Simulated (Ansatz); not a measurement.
Energy landscape of H₂S, singlet: map of symmetric stretch and bend. Scanned: S-H bond length and H-S-H angle.

Calculation: CCSDT on RHF/cc-pVDZ, frozen core in Ansatz (a first-principles code).

Energy in mEh above the lowest grid point; x is the S-H bond length (Å), y the H-S-H angle (°).

```
y \ x    1.14   1.22   1.29   1.35   1.40   1.46   1.54   1.61   1.68   1.76   1.81
------  -----  -----  -----  -----  -----  -----  -----  -----  -----  -----  -----
180     166.9  128.9  116.1  115.7  120.8  131.6  151.3  171.4  192.6  216.7  231.1
170.26  162.9  124.4  110.9  109.8  114.1  123.5  139.7  154.1  165.9  176.0      —
162.33  154.3  114.8  100.4   98.1  101.3  109.1  123.1  136.4  149.1  162.4  170.0
151.41  136.8   96.0   80.2   76.8   79.0   85.8   99.0  112.7  126.9  142.9  152.6
139.86  115.4   73.6   57.0   53.1   55.0   61.7   75.4   90.0  105.7  124.0  135.2
130.15   98.0   55.8   38.9   34.9   36.9   43.8   58.2   73.7   90.6  110.4  122.6
117.96   80.1   37.5   20.5   16.6   18.7   26.0   41.1   57.6   75.5   96.7  109.9
108.70   70.8   27.8   10.7    6.8    9.0   16.4   32.0   48.9   67.4   89.3  103.0
98.44    65.9   22.3    4.9    0.7    2.9   10.3   26.0   43.1   61.9   84.3   98.3
89.39    66.7   22.5    4.5    0.0    1.9    9.1   24.6   41.6   60.4   82.8   96.8
81.01    72.1   27.0    8.3    3.3    4.7   11.6   26.6   43.3   61.8   83.9   97.8
70       86.4   39.6   19.5   13.4   14.1   19.9   33.9   49.7   67.5   88.9  102.4
```

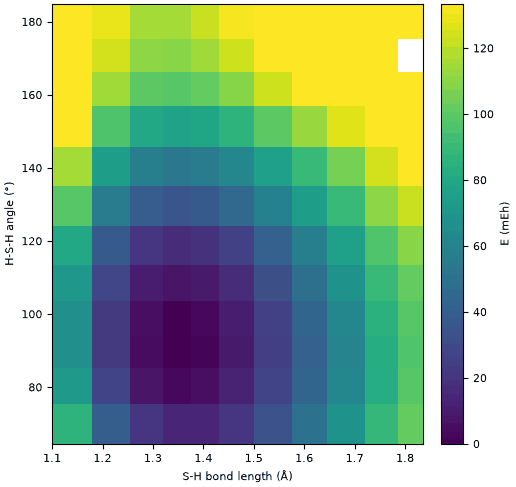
*Energy surface, cut off at 133 mEh.*

Points that lie below all their neighbours on the grid (none is named beside a point without a result): x = 1.35, y = 89.39 (0.0 mEh).

A dash means that the run gave no value there, or that the column was ended at a point which the program doubted or which failed a test of continuity chosen for this set; such a test can also cut sound points.
